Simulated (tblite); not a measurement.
Geometry relaxation of C3H6BCl2Ga (part 2 of 2)

The same run, continued: C3H6BCl2Ga; GFN2-xTB geometry optimisation, gas phase (tblite 0.8.0). 

## Trajectory as extended XYZ, continued
```
13
Properties=species:S:1:pos:R:3:forces:R:3 step=55 energy=-572.99484
C    -1.7662    2.6863    0.3903   -0.0300   0.0470   0.0050
C    -1.3666    1.5589    0.2326    0.0480  -0.0660  -0.0100
Ga   -0.4786   -0.1756   -0.0160   -0.0340   0.0020  -0.0040
C    -1.2412   -2.0170   -0.3552    0.0070   0.0050   0.0100
Cl    1.3153    0.2503   -1.4001    0.0330   0.0110   0.0170
B     2.4416    0.3396    0.1063   -0.0020   0.0000   0.0050
Cl    1.2689   -0.1597    1.4918   -0.0020  -0.0010  -0.0050
H    -2.1434    3.6617    0.5265   -0.0260   0.0180   0.0040
H    -2.1337   -2.2279    0.2354   -0.0230   0.0210   0.0140
H    -0.4816   -2.7614   -0.1002    0.0150  -0.0170  -0.0240
H    -1.4994   -2.1400   -1.4100    0.0090  -0.0030   0.0080
H     3.2928   -0.4683    0.0078    0.0030  -0.0110  -0.0100
H     2.7875    1.4536    0.2731    0.0020  -0.0060  -0.0120
13
Properties=species:S:1:pos:R:3:forces:R:3 step=58 energy=-572.99554
C    -1.7725    2.6925    0.3911   -0.0160  -0.0090  -0.0030
C    -1.3531    1.5713    0.2347    0.0000  -0.0060  -0.0070
Ga   -0.4816   -0.1715   -0.0191    0.0070   0.0040  -0.0010
C    -1.2415   -2.0162   -0.3536    0.0040   0.0040  -0.0010
Cl    1.3217    0.2452   -1.4008    0.0030   0.0080   0.0030
B     2.4441    0.3350    0.1061    0.0030  -0.0090   0.0040
Cl    1.2699   -0.1682    1.4878   -0.0100   0.0000   0.0060
H    -2.1638    3.6632    0.5271   -0.0030  -0.0070   0.0020
H    -2.1342   -2.2267    0.2380    0.0080   0.0120   0.0050
H    -0.4774   -2.7582   -0.1025   -0.0050   0.0010   0.0040
H    -1.4988   -2.1432   -1.4080   -0.0060   0.0100   0.0000
H     3.2962   -0.4725    0.0079    0.0040   0.0000  -0.0070
H     2.7865    1.4499    0.2735    0.0110  -0.0060  -0.0060
13
Properties=species:S:1:pos:R:3:forces:R:3 step=61 energy=-572.99575
C    -1.7772    2.6918    0.3907    0.0010  -0.0220  -0.0040
C    -1.3511    1.5730    0.2338   -0.0250   0.0270  -0.0020
Ga   -0.4817   -0.1695   -0.0195    0.0130  -0.0090  -0.0050
C    -1.2391   -2.0153   -0.3534   -0.0020   0.0130   0.0000
Cl    1.3222    0.2486   -1.3996   -0.0080  -0.0020  -0.0080
B     2.4437    0.3312    0.1068    0.0030   0.0120  -0.0020
Cl    1.2664   -0.1665    1.4893    0.0120  -0.0010   0.0000
H    -2.1677    3.6629    0.5275   -0.0060  -0.0140   0.0000
H    -2.1311   -2.2251    0.2397    0.0060   0.0090   0.0010
H    -0.4751   -2.7574   -0.1025   -0.0030   0.0030   0.0000
H    -1.4978   -2.1413   -1.4077   -0.0050   0.0050   0.0060
H     3.2942   -0.4771    0.0056    0.0020  -0.0140   0.0060
H     2.7898    1.4452    0.2716    0.0130  -0.0030   0.0100
13
Properties=species:S:1:pos:R:3:forces:R:3 step=63 energy=-572.99598
C    -1.7846    2.6879    0.3895    0.0130  -0.0110  -0.0010
C    -1.3485    1.5734    0.2311   -0.0190   0.0080  -0.0040
Ga   -0.4771   -0.1687   -0.0222    0.0020  -0.0030  -0.0030
C    -1.2416   -2.0117   -0.3531   -0.0010   0.0050   0.0020
Cl    1.3283    0.2462   -1.3997   -0.0050  -0.0030  -0.0070
B     2.4482    0.3299    0.1083    0.0070   0.0140  -0.0110
Cl    1.2685   -0.1731    1.4887    0.0330   0.0080  -0.0130
H    -2.1762    3.6581    0.5283   -0.0160  -0.0110  -0.0010
H    -2.1327   -2.2179    0.2425    0.0050   0.0110   0.0060
H    -0.4793   -2.7558   -0.1023   -0.0060   0.0020  -0.0050
H    -1.5045   -2.1393   -1.4061    0.0000   0.0050   0.0020
H     3.3034   -0.4737    0.0052   -0.0150  -0.0180   0.0150
H     2.7918    1.4451    0.2721    0.0040  -0.0050   0.0210
13
Properties=species:S:1:pos:R:3:forces:R:3 step=66 energy=-572.99674
C    -1.8081    2.6824    0.3869    0.0180   0.0320   0.0070
C    -1.3518    1.5774    0.2227    0.0190  -0.0720  -0.0110
Ga   -0.4703   -0.1626   -0.0291   -0.0060   0.0360   0.0140
C    -1.2440   -2.0012   -0.3514    0.0060  -0.0180  -0.0030
Cl    1.3388    0.2464   -1.4000    0.0160   0.0100   0.0010
B     2.4612    0.3233    0.1090    0.0220  -0.0220  -0.0120
Cl    1.2771   -0.1803    1.4857    0.0210   0.0230  -0.0230
H    -2.2070    3.6483    0.5309   -0.0320   0.0010  -0.0020
H    -2.1310   -2.2036    0.2511    0.0060   0.0090   0.0190
H    -0.4805   -2.7456   -0.1050   -0.0120  -0.0070   0.0010
H    -1.5165   -2.1346   -1.4008    0.0010   0.0130  -0.0160
H     3.3140   -0.4849    0.0052   -0.0420  -0.0010   0.0100
H     2.8136    1.4353    0.2770   -0.0160  -0.0050   0.0140
13
Properties=species:S:1:pos:R:3:forces:R:3 step=69 energy=-572.99900
C    -1.8717    2.6739    0.3812    0.0510   0.0230   0.0060
C    -1.3664    1.5929    0.1987   -0.0140  -0.0260   0.0170
Ga   -0.4613   -0.1343   -0.0407    0.0210   0.0250   0.0310
C    -1.2287   -1.9775   -0.3466    0.0000   0.0060  -0.0120
Cl    1.3492    0.2847   -1.3970    0.0580   0.0110  -0.0060
B     2.4851    0.2886    0.1063    0.0170  -0.0160   0.0090
Cl    1.2848   -0.1537    1.4848   -0.0400   0.0070  -0.0070
H    -2.2973    3.6268    0.5373   -0.0360  -0.0140  -0.0110
H    -2.1007   -2.1737    0.2794   -0.0010  -0.0160   0.0060
H    -0.4599   -2.7204   -0.1160    0.0010  -0.0190   0.0170
H    -1.5246   -2.1151   -1.3889   -0.0160   0.0120  -0.0120
H     3.2877   -0.5692   -0.0026   -0.0320   0.0220  -0.0150
H     2.8995    1.3775    0.2863   -0.0070  -0.0140  -0.0240
13
Properties=species:S:1:pos:R:3:forces:R:3 step=72 energy=-573.00033
C    -1.8941    2.6741    0.3800    0.0460  -0.0470  -0.0100
C    -1.3730    1.6011    0.1901   -0.0660   0.0760   0.0400
Ga   -0.4551   -0.1172   -0.0410    0.0130  -0.0270  -0.0060
C    -1.2153   -1.9673   -0.3450   -0.0030   0.0090   0.0030
Cl    1.3558    0.3189   -1.3957    0.0270  -0.0090  -0.0100
B     2.4910    0.2667    0.1051   -0.0270   0.0260   0.0030
Cl    1.2778   -0.1223    1.4876   -0.0230  -0.0160   0.0120
H    -2.3468    3.6146    0.5381   -0.0070  -0.0190  -0.0130
H    -2.0786   -2.1656    0.2937    0.0030  -0.0060  -0.0210
H    -0.4449   -2.7116   -0.1212    0.0020   0.0110  -0.0020
H    -1.5238   -2.1039   -1.3846   -0.0100   0.0090   0.0230
H     3.2529   -0.6223   -0.0110    0.0210  -0.0310  -0.0050
H     2.9497    1.3353    0.2863    0.0250   0.0250  -0.0150
13
Properties=species:S:1:pos:R:3:forces:R:3 step=75 energy=-573.00096
C    -1.9134    2.6725    0.3780    0.0360  -0.0780  -0.0120
C    -1.3829    1.6043    0.1852   -0.0400   0.0770   0.0390
Ga   -0.4483   -0.1079   -0.0451    0.0000   0.0090  -0.0120
C    -1.2134   -1.9559   -0.3429   -0.0030  -0.0030   0.0000
Cl    1.3712    0.3252   -1.3966   -0.0060  -0.0020   0.0030
B     2.5021    0.2572    0.1056    0.0080  -0.0150  -0.0060
Cl    1.2804   -0.1228    1.4857   -0.0030   0.0080   0.0020
H    -2.3850    3.6032    0.5386    0.0060  -0.0140  -0.0140
H    -2.0718   -2.1543    0.3020    0.0030  -0.0010   0.0020
H    -0.4406   -2.6990   -0.1243   -0.0020   0.0000  -0.0050
H    -1.5336   -2.0960   -1.3779    0.0020   0.0110   0.0010
H     3.2513   -0.6447   -0.0135    0.0000   0.0040   0.0090
H     2.9796    1.3186    0.2875   -0.0020   0.0040  -0.0050
13
Properties=species:S:1:pos:R:3:forces:R:3 step=78 energy=-573.00115
C    -1.9097    2.6706    0.3780   -0.0230   0.0370   0.0080
C    -1.3809    1.6024    0.1896    0.0200  -0.0420   0.0090
Ga   -0.4474   -0.1090   -0.0464   -0.0020  -0.0030   0.0000
C    -1.2146   -1.9565   -0.3430   -0.0020   0.0060  -0.0020
Cl    1.3711    0.3233   -1.3967   -0.0030  -0.0060  -0.0040
B     2.5020    0.2586    0.1055   -0.0040   0.0100   0.0050
Cl    1.2799   -0.1236    1.4859    0.0070   0.0060  -0.0040
H    -2.3812    3.6013    0.5363    0.0000   0.0010  -0.0100
H    -2.0734   -2.1538    0.3013   -0.0020   0.0010   0.0030
H    -0.4435   -2.7011   -0.1244    0.0030  -0.0030  -0.0070
H    -1.5345   -2.0944   -1.3783    0.0000   0.0050  -0.0020
H     3.2540   -0.6407   -0.0119    0.0050   0.0000   0.0070
H     2.9739    1.3233    0.2864    0.0020  -0.0120  -0.0040
13
Properties=species:S:1:pos:R:3:forces:R:3 step=81 energy=-573.00131
C    -1.9194    2.6670    0.3772   -0.0080  -0.0010   0.0000
C    -1.3807    1.6025    0.1941    0.0030  -0.0050   0.0040
Ga   -0.4430   -0.1049   -0.0511   -0.0020  -0.0050   0.0220
C    -1.2148   -1.9508   -0.3422    0.0020  -0.0030  -0.0040
Cl    1.3769    0.3261   -1.3972    0.0020  -0.0080  -0.0060
B     2.5076    0.2537    0.1056   -0.0020   0.0070   0.0080
Cl    1.2825   -0.1205    1.4847    0.0070   0.0040  -0.0030
H    -2.3999    3.5935    0.5324    0.0010   0.0070  -0.0050
H    -2.0706   -2.1464    0.3070    0.0030   0.0040  -0.0020
H    -0.4444   -2.6979   -0.1283    0.0000   0.0030  -0.0070
H    -1.5403   -2.0876   -1.3759   -0.0050   0.0010  -0.0030
H     3.2552   -0.6494   -0.0101   -0.0020  -0.0030  -0.0010
H     2.9867    1.3149    0.2861    0.0000  -0.0020  -0.0030
13
Properties=species:S:1:pos:R:3:forces:R:3 step=84 energy=-573.00144
C    -1.9193    2.6693    0.3782    0.0000  -0.0130  -0.0040
C    -1.3871    1.6002    0.2013   -0.0030   0.0180   0.0020
Ga   -0.4466   -0.1048   -0.0469    0.0060  -0.0010   0.0160
C    -1.2120   -1.9521   -0.3429    0.0010  -0.0010  -0.0030
Cl    1.3726    0.3264   -1.3974    0.0010  -0.0060   0.0080
B     2.5049    0.2529    0.1058    0.0080  -0.0130  -0.0090
Cl    1.2810   -0.1130    1.4855    0.0000   0.0010   0.0100
H    -2.3946    3.5994    0.5286    0.0000   0.0010  -0.0030
H    -2.0677   -2.1516    0.3052    0.0050  -0.0020  -0.0040
H    -0.4390   -2.6970   -0.1313   -0.0030   0.0010  -0.0040
H    -1.5361   -2.0864   -1.3774   -0.0070   0.0000  -0.0030
H     3.2490   -0.6537   -0.0091   -0.0080   0.0000  -0.0030
H     2.9904    1.3110    0.2828    0.0000   0.0160  -0.0020
13
Properties=species:S:1:pos:R:3:forces:R:3 step=87 energy=-573.00157
C    -1.9218    2.6689    0.3781    0.0020   0.0020  -0.0020
C    -1.3867    1.6002    0.2087   -0.0010   0.0100  -0.0050
Ga   -0.4460   -0.1048   -0.0415    0.0000   0.0030   0.0010
C    -1.2110   -1.9513   -0.3443   -0.0040   0.0080  -0.0050
Cl    1.3722    0.3229   -1.3972   -0.0050  -0.0060   0.0130
B     2.5055    0.2513    0.1053   -0.0040   0.0140  -0.0060
Cl    1.2816   -0.1101    1.4871    0.0090  -0.0020   0.0140
H    -2.3957    3.6007    0.5236   -0.0020  -0.0080  -0.0020
H    -2.0656   -2.1526    0.3043   -0.0010  -0.0070   0.0030
H    -0.4371   -2.6955   -0.1350    0.0020  -0.0090  -0.0040
H    -1.5371   -2.0837   -1.3785    0.0000   0.0040   0.0000
H     3.2473   -0.6569   -0.0081    0.0030   0.0010  -0.0010
H     2.9899    1.3114    0.2798    0.0010  -0.0110  -0.0040
13
Properties=species:S:1:pos:R:3:forces:R:3 step=89 energy=-573.00166
C    -1.9295    2.6660    0.3770    0.0090   0.0010  -0.0020
C    -1.3837    1.6022    0.2104   -0.0020   0.0000  -0.0070
Ga   -0.4420   -0.1025   -0.0402   -0.0050   0.0010  -0.0010
C    -1.2115   -1.9472   -0.3450    0.0000  -0.0020   0.0030
Cl    1.3761    0.3222   -1.3963   -0.0070  -0.0030   0.0070
B     2.5096    0.2490    0.1045   -0.0050   0.0110   0.0060
Cl    1.2853   -0.1089    1.4885    0.0090  -0.0010   0.0080
H    -2.4088    3.5950    0.5206   -0.0060  -0.0020   0.0000
H    -2.0634   -2.1475    0.3076   -0.0030  -0.0050   0.0020
H    -0.4389   -2.6940   -0.1390    0.0010  -0.0020  -0.0070
H    -1.5429   -2.0794   -1.3775    0.0030   0.0110   0.0010
H     3.2483   -0.6618   -0.0077    0.0070   0.0010  -0.0030
H     2.9971    1.3075    0.2793    0.0010  -0.0110  -0.0060
13
Properties=species:S:1:pos:R:3:forces:R:3 step=92 energy=-573.00176
C    -1.9360    2.6656    0.3760    0.0010   0.0140  -0.0010
C    -1.3855    1.6041    0.2117    0.0050  -0.0140  -0.0080
Ga   -0.4415   -0.0995   -0.0368    0.0010  -0.0050   0.0020
C    -1.2096   -1.9443   -0.3454    0.0020  -0.0080   0.0100
Cl    1.3752    0.3229   -1.3933   -0.0060   0.0040   0.0000
B     2.5109    0.2457    0.1042    0.0070  -0.0220   0.0090
Cl    1.2883   -0.1035    1.4924    0.0000   0.0020  -0.0030
H    -2.4193    3.5928    0.5172   -0.0060   0.0020   0.0010
H    -2.0590   -2.1471    0.3101   -0.0010  -0.0060  -0.0040
H    -0.4359   -2.6917   -0.1447   -0.0030   0.0050  -0.0060
H    -1.5443   -2.0735   -1.3772    0.0010   0.0130   0.0040
H     3.2441   -0.6700   -0.0084    0.0010   0.0010  -0.0020
H     3.0082    1.2990    0.2766   -0.0020   0.0140  -0.0030
13
Properties=species:S:1:pos:R:3:forces:R:3 step=95 energy=-573.00191
C    -1.9378    2.6677    0.3745   -0.0040   0.0010  -0.0020
C    -1.3887    1.6045    0.2158    0.0020   0.0020  -0.0030
Ga   -0.4425   -0.0983   -0.0289    0.0030  -0.0010   0.0080
C    -1.2072   -1.9429   -0.3450   -0.0040   0.0070   0.0000
Cl    1.3704    0.3193   -1.3887    0.0000   0.0040  -0.0100
B     2.5113    0.2415    0.1052    0.0000  -0.0040  -0.0030
Cl    1.2919   -0.0980    1.4980   -0.0060  -0.0010  -0.0070
H    -2.4250    3.5938    0.5113    0.0030  -0.0020   0.0000
H    -2.0552   -2.1528    0.3095   -0.0030  -0.0120   0.0040
H    -0.4307   -2.6890   -0.1530    0.0020  -0.0080   0.0000
H    -1.5436   -2.0634   -1.3775    0.0010   0.0100   0.0030
H     3.2407   -0.6767   -0.0092    0.0040  -0.0030   0.0040
H     3.0118    1.2948    0.2701    0.0020   0.0060   0.0050
13
Properties=species:S:1:pos:R:3:forces:R:3 step=98 energy=-573.00200
C    -1.9347    2.6646    0.3729    0.0010  -0.0150  -0.0020
C    -1.3836    1.6019    0.2171   -0.0010   0.0100  -0.0010
Ga   -0.4385   -0.1023   -0.0260   -0.0050   0.0010   0.0040
C    -1.2123   -1.9428   -0.3446    0.0010  -0.0030   0.0040
Cl    1.3729    0.3128   -1.3889    0.0060  -0.0010  -0.0040
B     2.5147    0.2454    0.1062   -0.0060   0.0160  -0.0070
Cl    1.2967   -0.1034    1.4978   -0.0030  -0.0020  -0.0030
H    -2.4243    3.5895    0.5083    0.0030   0.0020  -0.0010
H    -2.0607   -2.1519    0.3096   -0.0030  -0.0050   0.0050
H    -0.4400   -2.6946   -0.1563    0.0010   0.0000  -0.0030
H    -1.5505   -2.0575   -1.3771    0.0010   0.0090   0.0000
H     3.2522   -0.6664   -0.0066    0.0030   0.0020   0.0020
H     3.0038    1.3051    0.2698    0.0020  -0.0140   0.0050
13
Properties=species:S:1:pos:R:3:forces:R:3 step=101 energy=-573.00207
C    -1.9360    2.6622    0.3713   -0.0030  -0.0010   0.0010
C    -1.3817    1.6009    0.2176    0.0010   0.0010   0.0000
Ga   -0.4372   -0.1037   -0.0214    0.0010  -0.0020  -0.0030
C    -1.2142   -1.9422   -0.3436    0.0010  -0.0070   0.0070
Cl    1.3737    0.3099   -1.3887    0.0040   0.0000   0.0040
B     2.5160    0.2470    0.1059    0.0040  -0.0050  -0.0050
Cl    1.2996   -0.1038    1.4987   -0.0010   0.0010  -0.0020
H    -2.4265    3.5869    0.5051    0.0020   0.0010  -0.0010
H    -2.0621   -2.1532    0.3111    0.0040  -0.0020  -0.0040
H    -0.4433   -2.6970   -0.1612   -0.0030   0.0060  -0.0040
H    -1.5541   -2.0494   -1.3766   -0.0020   0.0030   0.0050
H     3.2563   -0.6632   -0.0051   -0.0050   0.0020  -0.0010
H     3.0052    1.3062    0.2691   -0.0030   0.0020   0.0040
```

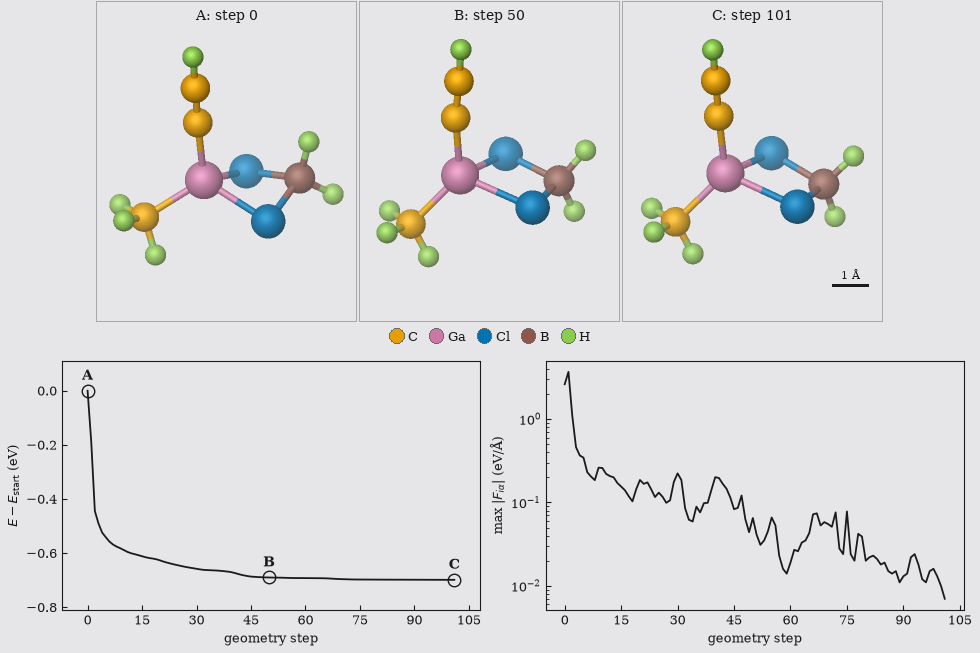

Figure 1. Frames of the relaxation (ball-and-stick view, seen at a tilt) above the curves, on which the letters mark them (steps are counted from 0).

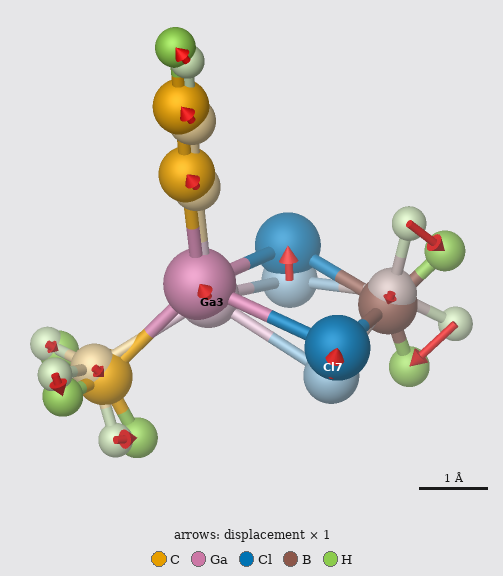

Figure 2. Start (faint) and end (solid) with the displacements as red arrows, at true length (ball-and-stick view, seen at a tilt). The two geometries are laid on each other by the best rigid fit. After 101 geometry steps the energy has fallen by 0.699 eV. Largest force component: 2.6 eV/Å at the start, 0.007 eV/Å at the end. The atom that moves furthest after the best rigid fit is H12 (0.94 Å). Largest moves by element: H 0.94 Å, Cl 0.64 Å, C 0.32 Å, Ga 0.30 Å, B 0.20 Å. Distances before and after: Ga3–Cl5 2.162 → 2.306 Å, Ga3–Cl7 2.171 → 2.308 Å, B6–Cl7 1.829 → 1.882 Å, Cl5–B6 1.836 → 1.882 Å. Among the angles that change: C2–Ga3–C4 114.2° → 128.6°, Cl5–B6–Cl7 89.5° → 101.6°, C2–Ga3–Cl7 116.1° → 106.4°. (Atoms are counted from 1 in the order of the input.)

This output came from the following input.

## The input
```
{"job": {"kind": "relax", "xc": "GFN2-xTB", "basis": "xTB"}, "charge": 0, "multiplicity": 1}
C     -1.689300     2.466800     0.350300
C     -1.145200     1.418200     0.170700
Ga    -0.201600    -0.293200    -0.072300
C     -1.400000    -1.849000    -0.361400
Cl     1.564900    -0.178900    -1.313000
B      2.487700     0.458400     0.141100
Cl     1.504100    -0.636500     1.226200
H     -2.193500     3.414000     0.522100
H     -2.290500    -1.867200     0.294500
H     -0.821900    -2.761100    -0.018500
H     -1.744300    -1.998300    -1.395600
H      3.666500     0.192800     0.107800
H      2.258800     1.634400     0.330300
```

The first line tells a small driver script what to run in tblite; the rest is the geometry in Å.

Launch command:
```bash
OMP_NUM_THREADS=1 python <driver script> task.json out
```

## Summary

```tsv
quantity	value
outcome	converged
total energy	−573.0021 eV
hardware	1 CPU thread, shared host
wall time	1.3 s
peak memory	0.18 GiB
```
